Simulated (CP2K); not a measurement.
**C3H7F (SMILES CC(C)F) at revPBE-D3(BJ)/TZV2P-MOLOPT-PBE-GTH (core potential)**

Aim: the energy change on altering one bond length of C3H7F at revPBE-D3(BJ)/TZV2P-MOLOPT-PBE-GTH (core potential), from 2 runs. 

Program for the calculation: CP2K 2026.2.

### 1 Starting point

The species is C3H7F (11 atoms), meant as a singlet with charge 0. As SMILES, `CC(C)F`. The shape is that of a PBE0-D4/def2-TZVP optimisation.

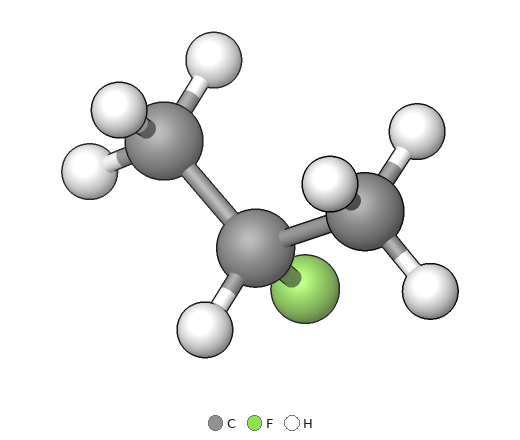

The structure, seen from a chosen angle (carbon grey, fluorine green, hydrogen white).

### 2 A single-point energy at revPBE-D3(BJ)/TZV2P-MOLOPT-PBE-GTH (core potential)

The input, calc.inp:

```
&GLOBAL
  PROJECT calc
  RUN_TYPE ENERGY
  PRINT_LEVEL MEDIUM
&END GLOBAL

&FORCE_EVAL
  METHOD Quickstep
  &DFT
    BASIS_SET_FILE_NAME BASIS_MOLOPT_UZH
    POTENTIAL_FILE_NAME POTENTIAL_UZH
    &QS
      METHOD GPW
      EPS_DEFAULT 1.0E-10
    &END QS
    &MGRID
      CUTOFF 400
      REL_CUTOFF 50
      NGRIDS 4
    &END MGRID
    &POISSON
      PERIODIC NONE
      POISSON_SOLVER MULTIPOLE
    &END POISSON
    &SCF
      SCF_GUESS ATOMIC
      EPS_SCF 1.0E-06
      MAX_SCF 40
      &OT
        MINIMIZER DIIS
        PRECONDITIONER FULL_ALL
      &END OT
      &OUTER_SCF
        EPS_SCF 1.0E-06
        MAX_SCF 5
      &END OUTER_SCF
    &END SCF
    &XC
      &XC_FUNCTIONAL
        &PBE
          PARAMETRIZATION REVPBE
        &END PBE
      &END XC_FUNCTIONAL
      &VDW_POTENTIAL
        POTENTIAL_TYPE PAIR_POTENTIAL
        &PAIR_POTENTIAL
          TYPE DFTD3(BJ)
          PARAMETER_FILE_NAME dftd3.dat
          REFERENCE_FUNCTIONAL revPBE
          R_CUTOFF 15
        &END PAIR_POTENTIAL
      &END VDW_POTENTIAL
    &END XC
    &PRINT
      &MOMENTS
        PERIODIC F
        REFERENCE COM
        MAX_MOMENT 1
      &END MOMENTS
      &MO_CUBES
        NLUMO 5
        NHOMO -1
        WRITE_CUBE F
      &END MO_CUBES
      &HIRSHFELD OFF
      &END HIRSHFELD
    &END PRINT
  &END DFT
  &SUBSYS
    &CELL
      ABC 10 10.6 10.1
      PERIODIC NONE
    &END CELL
    &COORD
      C      4.694550     6.321400     4.200100
      C      4.449450     4.969700     4.821800
      C      5.555450     4.510100     5.737800
      F      4.314950     4.033900     3.794700
      H      3.887150     6.579700     3.513100
      H      4.748450     7.090400     4.974100
      H      5.636750     6.320200     3.647100
      H      3.492450     4.969100     5.356800
      H      6.507550     4.487600     5.202500
      H      5.346350     3.509600     6.119700
      H      5.651850     5.190700     6.586900
    &END COORD
    &KIND C
      BASIS_SET TZV2P-MOLOPT-PBE-GTH-q4
      POTENTIAL GTH-PBE-q4
    &END KIND
    &KIND F
      BASIS_SET TZV2P-MOLOPT-PBE-GTH-q7
      POTENTIAL GTH-PBE-q7
    &END KIND
    &KIND H
      BASIS_SET TZV2P-MOLOPT-PBE-GTH-q1
      POTENTIAL GTH-PBE-q1
    &END KIND
  &END SUBSYS
&END FORCE_EVAL
```

Command:

```sh
$ OMP_NUM_THREADS=1 cp2k.psmp -i calc.inp > calc.out 2>&1
```

The program printed:

```text
CP2K| version string:                                       CP2K version 2026.2
[...]
 GLOBAL| Method name                                                        CP2K
[...]
 GLOBAL| Run type                                                         ENERGY
[...]
 DFT| Spin restricted Kohn-Sham (RKS) calculation                            RKS
 DFT| Multiplicity                                                             1
[...]
 DFT| Charge                                                                   0
[...]
 FUNCTIONAL| PBE:
[...]
 QS| Method:                                                                 GPW
[...]
 QS| Density cutoff [a.u.]:                                                200.0
[...]
 QS| Relative density cutoff [a.u.]:                                        25.0
[...]
                             - Atoms:                                         11
[...]
                             - Spherical basis functions:                    214
[...]
 Number of electrons:                                                         26
[...]
     1 OT DIIS     0.15E+00    1.3     0.11638260       -42.7689863258 -4.28E+01
[...]
    21 OT DIIS     0.15E+00    1.4     0.00000075       -45.5661019346 -1.84E-10
  *** SCF run converged in    21 steps ***
[...]
  Overlap energy of the core charge distribution:               0.00000212846197
  Self energy of the core charge distribution:               -114.19255099288578
  Core Hamiltonian energy:                                     34.35627881239326
  Hartree energy:                                              46.82251994043592
  Exchange-correlation energy:                                -12.53557494372016
  Dispersion energy:                                           -0.01677687923777
  Total energy:                                               -45.56610193455257
[...]
                     Mulliken Population Analysis
 #  Atom  Element  Kind  Atomic population                           Net charge
       1     C        1          3.893149                              0.106851
       2     C        1          3.342032                              0.657968
       3     C        1          3.894994                              0.105006
       4     F        2          7.375340                             -0.375340
       5     H        3          1.046467                             -0.046467
       6     H        3          1.073086                             -0.073086
       7     H        3          1.067306                             -0.067306
       8     H        3          1.121779                             -0.121779
       9     H        3          1.066692                             -0.066692
      10     H        3          1.046112                             -0.046112
      11     H        3          1.073044                             -0.073044
 # Total charge                             26.000000                  0.000000
[...]
 HOMO - LUMO gap [eV] :    8.756026
 ENERGY| Total FORCE_EVAL ( QS ) energy [hartree]            -45.566101934552570
[...]
```

It took 32 s on 1 thread of Arm Neoverse V1, shared host; peak memory 0.83 GiB.

### 3 The distorted shape at the same level

The input, molecule.inp:

```
&GLOBAL
  PROJECT molecule
  RUN_TYPE ENERGY
  PRINT_LEVEL MEDIUM
&END GLOBAL
&FORCE_EVAL
  METHOD QS
  &DFT
    BASIS_SET_FILE_NAME BASIS_MOLOPT_UZH
    POTENTIAL_FILE_NAME POTENTIAL_UZH
    CHARGE 0
    MULTIPLICITY 1
    &QS
      METHOD GPW
      EPS_DEFAULT 1.0E-10
    &END QS
    &MGRID
      CUTOFF 400
      REL_CUTOFF 50
      NGRIDS 4
    &END MGRID
    &POISSON
      PERIODIC NONE
      POISSON_SOLVER MULTIPOLE
    &END POISSON
    &SCF
      SCF_GUESS ATOMIC
      EPS_SCF 1.0E-06
      MAX_SCF 40
      &OT ON
        MINIMIZER DIIS
        PRECONDITIONER FULL_ALL
      &END OT
      &OUTER_SCF
        EPS_SCF 1.0E-06
        MAX_SCF 5
      &END OUTER_SCF
    &END SCF
    &XC
      &XC_FUNCTIONAL
        &PBE
          PARAMETRIZATION REVPBE
        &END PBE
      &END XC_FUNCTIONAL
      &VDW_POTENTIAL
        POTENTIAL_TYPE PAIR_POTENTIAL
        &PAIR_POTENTIAL
          TYPE DFTD3(BJ)
          PARAMETER_FILE_NAME dftd3.dat
          REFERENCE_FUNCTIONAL revPBE
          R_CUTOFF 15
        &END PAIR_POTENTIAL
      &END VDW_POTENTIAL
    &END XC
    &PRINT
      &MOMENTS
        PERIODIC F
        REFERENCE COM
        MAX_MOMENT 1
      &END MOMENTS
      &MO_CUBES
        NLUMO 3
        NHOMO -1
        WRITE_CUBE F
      &END MO_CUBES
      &HIRSHFELD OFF
      &END HIRSHFELD
    &END PRINT
  &END DFT
  &SUBSYS
    &CELL
      ABC [angstrom] 10 10.6 10.1
      PERIODIC NONE
    &END CELL
    &COORD
      C      4.694550     6.321400     4.200100
      C      4.449450     4.969700     4.821800
      C      5.555450     4.510100     5.737800
      F      4.314950     4.033900     3.794700
      H      3.887150     6.579700     3.513100
      H      4.748450     7.090400     4.974100
      H      5.778104     6.320020     3.564136
      H      3.492450     4.969100     5.356800
      H      6.507550     4.487600     5.202500
      H      5.346350     3.509600     6.119700
      H      5.651850     5.190700     6.586900
    &END COORD
    &KIND C
      BASIS_SET TZV2P-MOLOPT-PBE-GTH-q4
      POTENTIAL GTH-PBE-q4
    &END KIND
    &KIND F
      BASIS_SET TZV2P-MOLOPT-PBE-GTH-q7
      POTENTIAL GTH-PBE-q7
    &END KIND
    &KIND H
      BASIS_SET TZV2P-MOLOPT-PBE-GTH-q1
      POTENTIAL GTH-PBE-q1
    &END KIND
  &END SUBSYS
&END FORCE_EVAL
```

Command:

```sh
$ OMP_NUM_THREADS=1 cp2k.psmp molecule.inp > molecule.out
```

The program printed, shortened:

```text
CP2K| version string:                                       CP2K version 2026.2
[...]
 GLOBAL| Method name                                                        CP2K
[...]
 GLOBAL| Run type                                                         ENERGY
[...]
 DFT| Spin restricted Kohn-Sham (RKS) calculation                            RKS
 DFT| Multiplicity                                                             1
[...]
 DFT| Charge                                                                   0
[...]
 FUNCTIONAL| PBE:
[...]
 QS| Method:                                                                 GPW
[...]
 QS| Density cutoff [a.u.]:                                                200.0
[...]
 QS| Relative density cutoff [a.u.]:                                        25.0
[...]
                             - Atoms:                                         11
[...]
                             - Spherical basis functions:                    214
[...]
 Number of electrons:                                                         26
[...]
     1 OT DIIS     0.15E+00    1.3     0.11869324       -42.8511377059 -4.29E+01
[...]
    20 OT DIIS     0.15E+00    1.3     0.00000085       -45.5550837879 -2.33E-10
  *** SCF run converged in    20 steps ***
[...]
  Overlap energy of the core charge distribution:               0.00000183051632
  Self energy of the core charge distribution:               -114.19255099288578
  Core Hamiltonian energy:                                     34.21326851292380
  Hartree energy:                                              46.92619947106689
  Exchange-correlation energy:                                -12.48528830684618
  Dispersion energy:                                           -0.01671430265437
  Total energy:                                               -45.55508378787934
[...]
                     Mulliken Population Analysis
 #  Atom  Element  Kind  Atomic population                           Net charge
       1     C        1          3.873261                              0.126739
       2     C        1          3.368044                              0.631956
       3     C        1          3.894516                              0.105484
[...]
 HOMO - LUMO gap [eV] :    8.692964
 ENERGY| Total FORCE_EVAL ( QS ) energy [hartree]            -45.555083787879340
[...]
```

It took 30 s on 1 thread of Arm Neoverse V1, shared host; peak memory 0.83 GiB.

### 4 Results

Level: revPBE-D3(BJ)/TZV2P-MOLOPT-PBE-GTH (core potential).

```
                                                         quantity          value
                                        first shape: total energy   -45.56610 Eh
                                       first shape: dipole moment         1.88 D
                                         first shape: HOMO energy       -7.47 eV
                                         first shape: LUMO energy        1.29 eV
                                       first shape: HOMO–LUMO gap        8.76 eV
                                   first shape: dispersion energy  -44.05 kJ/mol
                                    distorted shape: total energy   -45.55508 Eh
                                   distorted shape: dipole moment         1.89 D
                                     distorted shape: HOMO energy       -7.47 eV
                                     distorted shape: LUMO energy        1.22 eV
                                   distorted shape: HOMO–LUMO gap        8.69 eV
                               distorted shape: dispersion energy  -43.88 kJ/mol
energy change with the C1–H7 bond stretched from 1.092 to 1.256 Å       0.300 eV
```

What this shows: With the C1–H7 bond stretched from 1.092 to 1.256 Å the energy rises by 0.30 eV (6.9 kcal/mol). The first shape isn't relaxed at this level, so the change isn't measured from a minimum.
